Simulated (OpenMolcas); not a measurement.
## C$_{2}$H$_{3}$BS: single-point calculation (part 2 of 2)

C$_{2}$H$_{3}$BS; CASPT2/ANO-R1, sfX2C (OpenMolcas 26.06). The geometry comes from this level: GFN2-xTB.

Geometry of the input (Å):
```
B  -0.7173  1.4549  0.0757
S  0.1739  0.4968  1.2409
C  0.5684  -0.8881  0.3362
C  0.8619  -1.8766  -0.2759
H  -0.8902  1.0617  -1.0081
H  -1.1119  2.4853  0.4558
H  1.1152  -2.7341  -0.8247
```

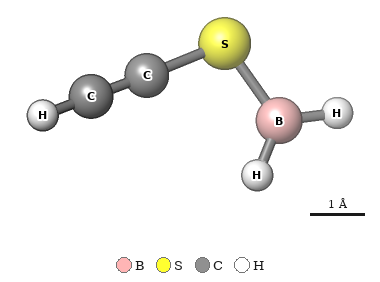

*The input geometry (ball-and-stick view, seen at a tilt).*

## Log, continued
```
      INDEX  ENERGY  OCCUPATION COEFFICIENTS ...
          1  -92.2765    2.0000
                15 S2     1s     ( 0.9987)
          2  -11.2596    2.0000
                33 C3     1s     ( 0.9944)
          3  -11.2397    2.0000
                47 C4     1s     (-0.9949)
          4   -9.0402    2.0000
                16 S2     2s     ( 0.9988)
          5   -7.6321    2.0000
                 1 B1     1s     ( 0.9992)
          6   -6.6728    2.0000
                19 S2     2px    (-0.3539)  22 S2     2py    ( 0.9070)  25 S2     2pz    ( 0.2285)
          7   -6.6701    2.0000
                19 S2     2px    ( 0.1204)  22 S2     2py    (-0.1980)  25 S2     2pz    ( 0.9728)
          8   -6.6683    2.0000
                19 S2     2px    ( 0.9275)  22 S2     2py    ( 0.3717)
          9   -1.0745    2.0000
                17 S2     3s     ( 0.4576)  26 S2     3pz    (-0.1090)  34 C3     2s     ( 0.4984)  48 C4     2s     ( 0.2673)

         10   -0.9778    2.0000
                 2 B1     2s     (-0.1870)  17 S2     3s     (-0.5286)  20 S2     3px    ( 0.1047)  34 C3     2s     ( 0.1609)
                38 C3     2py    (-0.1757)  40 C3     2pz    (-0.1092)  48 C4     2s     ( 0.4691)  52 C4     2py    ( 0.1073)

         11   -0.7446    2.0000
                 2 B1     2s     ( 0.2328)  17 S2     3s     ( 0.1025)  23 S2     3py    ( 0.2472)  34 C3     2s     (-0.3884)
                48 C4     2s     ( 0.3692)  52 C4     2py    (-0.2310)  54 C4     2pz    (-0.1481)  71 H7     1s     ( 0.3693)
                72 H7     2s     (-0.1742)
         12   -0.6862    2.0000
                 2 B1     2s     (-0.3592)  23 S2     3py    (-0.3089)  38 C3     2py    ( 0.2098)  40 C3     2pz    ( 0.1475)
                52 C4     2py    (-0.2589)  54 C4     2pz    (-0.1597)  61 H5     1s     (-0.1451)  66 H6     1s     (-0.1891)
                67 H6     2s     ( 0.1068)  71 H7     1s     ( 0.2517)  72 H7     2s     (-0.1229)
         13   -0.6005    2.0000
                 2 B1     2s     (-0.2541)   8 B1     2pz    ( 0.3084)  17 S2     3s     ( 0.3124)  20 S2     3px    (-0.2000)
                23 S2     3py    ( 0.2816)  26 S2     3pz    ( 0.2379)  34 C3     2s     (-0.1647)  38 C3     2py    (-0.2008)
                40 C3     2pz    (-0.1060)  52 C4     2py    ( 0.1277)  61 H5     1s     (-0.2852)  62 H5     2s     ( 0.1512)

         14   -0.5194    2.0000
                 4 B1     2px    (-0.1912)   6 B1     2py    ( 0.4245)   8 B1     2pz    ( 0.2015)  23 S2     3py    (-0.2683)
                26 S2     3pz    ( 0.1953)  34 C3     2s     ( 0.1149)  40 C3     2pz    ( 0.1180)  61 H5     1s     (-0.1885)
                66 H6     1s     ( 0.3835)  67 H6     2s     (-0.1825)
         15   -0.4783    2.0000
                 4 B1     2px    (-0.1190)   6 B1     2py    (-0.1072)   8 B1     2pz    (-0.2516)  17 S2     3s     ( 0.1939)
                20 S2     3px    (-0.1898)  23 S2     3py    (-0.1582)  26 S2     3pz    ( 0.5536)  34 C3     2s     (-0.1087)
                36 C3     2px    (-0.2231)  38 C3     2py    (-0.2097)  40 C3     2pz    ( 0.1099)  50 C4     2px    (-0.2161)
                54 C4     2pz    ( 0.1138)  61 H5     1s     ( 0.2337)  62 H5     2s     (-0.1031)
         16   -0.3948    2.0000
                 4 B1     2px    ( 0.1510)  17 S2     3s     (-0.1510)  20 S2     3px    ( 0.1414)  23 S2     3py    ( 0.1596)
                26 S2     3pz    (-0.4173)  36 C3     2px    (-0.3826)  38 C3     2py    (-0.2136)  40 C3     2pz    ( 0.1798)
                50 C4     2px    (-0.4065)  52 C4     2py    (-0.2791)  54 C4     2pz    ( 0.2078)
         17   -0.4793    1.9790
                 6 B1     2py    ( 0.1346)   8 B1     2pz    (-0.1490)  17 S2     3s     ( 0.3538)  20 S2     3px    ( 0.7483)
                23 S2     3py    ( 0.2124)  26 S2     3pz    ( 0.2392)
         18   -0.4028    1.9407
                36 C3     2px    ( 0.3416)  38 C3     2py    (-0.1986)  40 C3     2pz    ( 0.4414)  50 C4     2px    ( 0.3380)
                52 C4     2py    (-0.1798)  54 C4     2pz    ( 0.4390)
         19    0.3439    0.0212
                 2 B1     2s     (-0.1884)   4 B1     2px    ( 0.2425)   6 B1     2py    ( 0.2395)   8 B1     2pz    (-0.2360)
                20 S2     3px    (-0.4815)  21 S2     4px    ( 0.1715)  23 S2     3py    ( 0.2542)  26 S2     3pz    ( 0.1342)
                30 S2     3d0    ( 0.2554)  31 S2     3d1+   (-0.2234)  32 S2     3d2+   (-0.5415)  34 C3     2s     ( 0.1385)
                38 C3     2py    ( 0.1945)  40 C3     2pz    ( 0.1297)
         20    0.2865    0.0591
                26 S2     3pz    ( 0.1188)  36 C3     2px    (-0.5057)  38 C3     2py    ( 0.2892)  40 C3     2pz    (-0.6531)
                50 C4     2px    ( 0.4908)  52 C4     2py    (-0.2594)  54 C4     2pz    ( 0.6645)
         21    0.1229    0.0000
                 1 B1     1s     (-0.1112)   2 B1     2s     (-0.7010)   3 B1     3s     (-0.2284)   4 B1     2px    (-0.1989)
                 5 B1     3px    (-0.1038)   8 B1     2pz    ( 0.1715)  18 S2     4s     ( 0.7059)  23 S2     3py    ( 0.2911)
                26 S2     3pz    (-0.1001)  34 C3     2s     (-0.2765)  35 C3     3s     (-0.1350)  38 C3     2py    ( 0.2115)
                48 C4     2s     (-0.6683)  49 C4     3s     (-0.1793)  50 C4     2px    (-0.2072)  51 C4     3px    (-0.1127)
                52 C4     2py    ( 0.3808)  53 C4     3py    ( 0.2691)  54 C4     2pz    ( 0.3115)  55 C4     3pz    ( 0.1928)
                61 H5     1s     ( 0.2930)  71 H7     1s     ( 1.2677)  72 H7     2s     ( 0.3395)
         22    0.1410    0.0000
                 2 B1     2s     (-0.2285)   6 B1     2py    (-0.2363)  17 S2     3s     ( 0.4331)  18 S2     4s     ( 1.1149)
                23 S2     3py    (-0.1327)  26 S2     3pz    (-0.1958)  34 C3     2s     ( 0.3988)  35 C3     3s     ( 0.1237)
                36 C3     2px    ( 0.1360)  38 C3     2py    (-0.2747)  39 C3     3py    (-0.2683)  40 C3     2pz    (-0.1858)
                41 C3     3pz    (-0.1696)  48 C4     2s     ( 0.4281)  49 C4     3s     ( 0.1373)  50 C4     2px    ( 0.1894)
                51 C4     3px    ( 0.1259)  52 C4     2py    (-0.8350)  53 C4     3py    (-0.4895)  54 C4     2pz    (-0.5048)
                55 C4     3pz    (-0.2966)  61 H5     1s     (-0.2887)  66 H6     1s     ( 0.1674)  71 H7     1s     (-1.8642)
                72 H7     2s     (-0.4789)
--

      Von Neumann Entropy (Root   1) =  0.27675

      Mulliken population analysis for root number:  1
      -----------------------------------------------

++    Molecular charges:
      ------------------

      Mulliken charges per centre and basis function type
      ---------------------------------------------------

                B1      S2      C3      C4      H5      H6      H7
      1s       1.9988  2.0000  1.9985  1.9994  0.7281  0.7375  0.6989
      2s       1.0155  2.0005  1.2347  1.2089  0.1726  0.1710  0.1781
      2px      0.3606  2.0001  0.9594  0.9797  0.0025  0.0032  0.0143
      2pz      0.8296  2.0001  0.9186  0.9355  0.0117  0.0050  0.0172
      2py      0.7763  2.0002  0.8241  0.9084  0.0052  0.0106  0.0233
      3s       0.0021  1.7104 -0.0100 -0.0137  0.0000  0.0000  0.0000
      3px      0.0053  1.5270 -0.0073  0.0010  0.0000  0.0000  0.0000
      3pz      0.0099  1.4950  0.0057 -0.0034  0.0000  0.0000  0.0000
      3py      0.0041  1.0869  0.0114 -0.0119  0.0000  0.0000  0.0000
      4s       0.0000  0.0054  0.0000  0.0000  0.0000  0.0000  0.0000
      3d2+     0.0260  0.0393  0.0204  0.0129  0.0000  0.0000  0.0000
      3d1+     0.0208  0.0263  0.0106  0.0067  0.0000  0.0000  0.0000
      3d0      0.0320  0.0256  0.0157  0.0122  0.0000  0.0000  0.0000
      3d1-     0.0413  0.0637  0.0203  0.0142  0.0000  0.0000  0.0000
      3d2-     0.0139  0.0281  0.0216  0.0144  0.0000  0.0000  0.0000
      4px      0.0000  0.0009  0.0000  0.0000  0.0000  0.0000  0.0000
      4pz      0.0000 -0.0047  0.0000  0.0000  0.0000  0.0000  0.0000
      4py      0.0000 -0.0084  0.0000  0.0000  0.0000  0.0000  0.0000
      Total    5.1362 15.9966  6.0237  6.0642  0.9202  0.9273  0.9318

      N-E     -0.1362  0.0034 -0.0237 -0.0642  0.0798  0.0727  0.0682

      Total electronic charge=   36.000000

      Total            charge=   -0.000000
--

      Expectation values of various properties for root number:  1
      -----------------------------------------------------------

++    Molecular properties:
      ---------------------

      Charge (e):
                      =   -0.0000
      Dipole Moment (debye):
      Origin of the operator (angstrom)=    0.1990   -0.0065    0.5692
                   X=  2.7831E-02               Y= -3.4170E-01               Z= -5.8194E-01           Total=  6.7542E-01
      Quadrupole Moment (debye*angstrom):
      Origin of the operator (angstrom)=    0.1990   -0.0065    0.5692
                  XX= -3.1793E+01              XY= -1.7128E+00              XZ= -7.2792E-01              YY= -2.7392E+01
                  YZ=  2.5167E+00              ZZ= -3.1120E+01
      In traceless form (debye*angstrom)
                  XX= -2.5373E+00              XY= -2.5692E+00              XZ= -1.0919E+00              YY=  4.0646E+00
                  YZ=  3.7750E+00              ZZ= -1.5273E+00
--

      LoProp population analysis for root number:  1
      -----------------------------------------------

++    LoProp analysis:
      ----------------

++    Static properties:
      ------------------

      LoProp Charges per center

                   B1       S2       C3       C4       H5       H6       H7
      Nuclear      5.0000  16.0000   6.0000   6.0000   1.0000   1.0000   1.0000
      Electronic  -5.4073 -15.6989  -6.1755  -6.3316  -0.8518  -0.8487  -0.6862

      Total       -0.4073   0.3011  -0.1755  -0.3316   0.1482   0.1513   0.3138
--

      Natural Bond Order analysis for root number:  1

++    Natural Bond Order analysis
      ---------------------------
      Based on LoProp computed density
      -------------------------------------------------------------------------------------
      Atom A       Atom B       Bond Order | Atom A       Atom B       Bond Order
        B1           H5             0.809  |   B1           H6             0.814
      -------------------------------------------------------------------------------------
      NBO located      3.246 electrons involved in    2 bonds.
      NBO located      0.980 non-bonded electrons on atom B1
      NBO located      0.998 non-bonded electrons on atom S2
      NBO located      1.000 non-bonded electrons on atom S2
      NBO located      0.999 non-bonded electrons on atom S2
      NBO located      1.000 non-bonded electrons on atom S2
      NBO located      1.000 non-bonded electrons on atom S2
      NBO located      0.999 non-bonded electrons on atom C3
      NBO located      0.997 non-bonded electrons on atom C4
      The remaining    9.671 electrons are to be considered as diffuse
--

--

      Average orbitals are written to the RASORB file
      Natural orbitals for root   1 are written to the RASORB.1 file
      Spin density orbitals for root   1 are written to the SPDORB.1 file

--- Stop Module: rasscf /rc=_RC_ALL_IS_WELL_ ---

--- Start Module: caspt2 ---

                                              &CASPT2

                       available to each process: 1.9 GB of memory, 1 thread

++    Wave function specifications:
      -----------------------------

      Number of closed shell electrons          16
      Number of electrons in active shells       4
      Max number of holes in RAS1 space          0
      Max number of electrons in RAS3 space      0
      Number of inactive orbitals                8
      Number of active orbitals                  4
      Number of secondary orbitals              55
      Spin quantum number                      0.0
      State symmetry                             1
      Number of CSFs                            20
      Number of CASSCF root(s) available         1
      CASPT2 state passed to geometry opt.       1
      A file JOBMIX will be created
      This is a CASSCF or RASSCF reference function
--

++    Orbital specifications:
      -----------------------

      Symmetry species                           1
                                                 a
      Frozen orbitals                            8
      Inactive orbitals                          8
      Active orbitals                            4
      Secondary orbitals                        55
      Deleted orbitals                           0
      Number of basis functions                 75
--

++    CASPT2 specifications:
      ----------------------

      Type of calculation                        SS-CASPT2
      Fock operator                              state-specific
      IPEA shift                                 0.25
      Real shift                                 0.00
      Imaginary shift                            0.20
      The input orbitals will be transformed to quasi-canonical
--

--------------------------------------------------------------------------------
 Estimated memory requirements:
  POLY3 :                   250840
  RHS:                      378836
  SIGMA :                   447120
  PRPCTL:                        0
 Available workspace:    232485855

++ CASPT2 computation for group   1

********************************************************************************
 Multi-State initialization phase begins for group   1
--------------------------------------------------------------------------------
********************************************************************************
 Compute H0 matrices for state    1
--------------------------------------------------------------------------------
--------------------------------------------------------------------------------
 H0 matrices have been computed.

********************************************************************************
  CASPT2 EQUATION SOLUTION
--------------------------------------------------------------------------------

  Total nr of CASPT2 parameters:
   Before reduction:      250850
   After  reduction:      247638

 Variance of |WF0>:       1.2045522619

 The contributions to the second order correlation energy in atomic units.
-----------------------------------------------------------------------------------------------------------------------------
  IT.      VJTU        VJTI        ATVX        AIVX        VJAI        BVAT        BJAT        BJAI        TOTAL       RNORM
-----------------------------------------------------------------------------------------------------------------------------
   1    -0.000880   -0.002204   -0.001248   -0.059935   -0.018028   -0.015740   -0.085569   -0.247420   -0.431024    0.012571
   2    -0.000912   -0.002315   -0.001273   -0.061158   -0.018335   -0.015862   -0.085871   -0.247864   -0.433590    0.002354
   3    -0.000916   -0.002317   -0.001274   -0.061200   -0.018329   -0.015864   -0.085886   -0.247847   -0.433635    0.000613
   4    -0.000916   -0.002320   -0.001274   -0.061166   -0.018318   -0.015860   -0.085871   -0.247829   -0.433554    0.000139
   5    -0.000916   -0.002320   -0.001273   -0.061165   -0.018318   -0.015860   -0.085871   -0.247829   -0.433552    0.000033
   6    -0.000916   -0.002319   -0.001273   -0.061166   -0.018318   -0.015860   -0.085872   -0.247830   -0.433556    0.000006
   7    -0.000916   -0.002319   -0.001273   -0.061166   -0.018318   -0.015860   -0.085872   -0.247830   -0.433556    0.000001
-----------------------------------------------------------------------------------------------------------------------------

  FINAL CASPT2 RESULT:

      Reference energy:        -500.8237147874
      E2 (Non-variational):      -0.4335557416
      Shift correction:          -0.0034481946
      E2 (Variational):          -0.4370039362
      Total energy:            -501.2607187236
      Residual norm:              0.0000002845
      Reference weight:           0.84615

      Contributions to the CASPT2 correlation energy
      Active & Virtual Only:         -0.0171338297
      One Inactive Excited:          -0.1479538946
      Two Inactive Excited:          -0.2684680173

++ Denominators, etc.
--------------------------------------------------------------------------------------------------------------
 Report on small energy denominators, large coefficients, and large energy contributions.
CASE  SYMM ACTIVE-MIX  NON-ACTIVE INDICES          DENOMINATOR     RHS VALUE       COEFFICIENT     CONTRIBUTION
AIVX     1  Mu1.0002  In1.016 Se1.023               1.18975517      0.03097692     -0.02587953     -0.00080167
AIVX     1  Mu1.0002  In1.016 Se1.025               1.24514351      0.06734035     -0.05296111     -0.00356642
AIVX     1  Mu1.0003  In1.016 Se1.025               1.26171883     -0.05034364      0.03895306     -0.00196104
BJAIP    1  Se1.023 In1.015 Se1.025 In1.016         1.24495227      0.03271476     -0.02592043     -0.00084798
BJAIP    1  Se1.025 In1.016 Se1.025 In1.016         1.21678463      0.05404605     -0.04387345     -0.00237119
--

   (Skipping property calculation,
    use PROP keyword to activate)
--

  Total CASPT2 energies:
::    CASPT2 Root  1     Total energy:   -501.26071872

  A NEW JOBIPH FILE NAMED 'JOBMIX' IS PREPARED.
********************************************************************************
--- Stop Module: caspt2 /rc=_RC_ALL_IS_WELL_ ---

.##################.
.# Happy landing! #.
.##################.

    Timing: Wall=3.31 User=2.75 System=0.55
```

## Summary

```tsv
quantity	value
outcome	converged
total energy	−501.260719 hartree
CASSCF energy	−500.823715 hartree
basis functions	75
wall time	3.6 s
peak memory	0.082 GiB
```
